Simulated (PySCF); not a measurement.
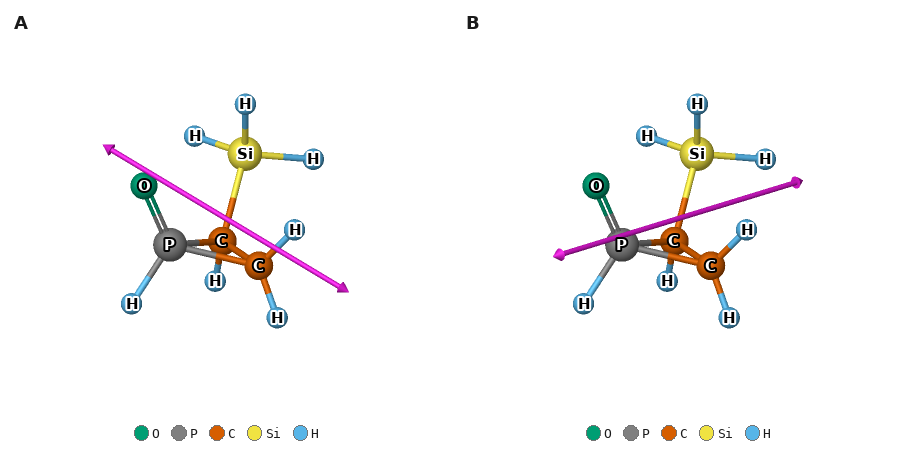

The double arrows show the directions of two transition dipoles from the ground state (lengths mean nothing). Computed geometry: GFN2-xTB optimisation. No frequency run is at hand to confirm it as a minimum. Level of theory: TDDFT CAM-B3LYP/def2-SVPD, vertical, gas phase, core orbitals frozen in the response (PySCF 2.14.0).

### One belongs to singlet state 3 and one to singlet state 4. Which is which?

A: state 4, 7.12 eV (174 nm), oscillator strength 0.023, mainly HOMO → LUMO+3 (weight 0.68).
B: state 3, 6.99 eV (177 nm), oscillator strength 0.055, mainly HOMO → LUMO+2 (weight 0.58).

The geometry is semi-empirical. Around P, Si such bond lengths and angles can be off by a tenth of an ångström or more and by several degrees, and values that hang on the shape move with them.
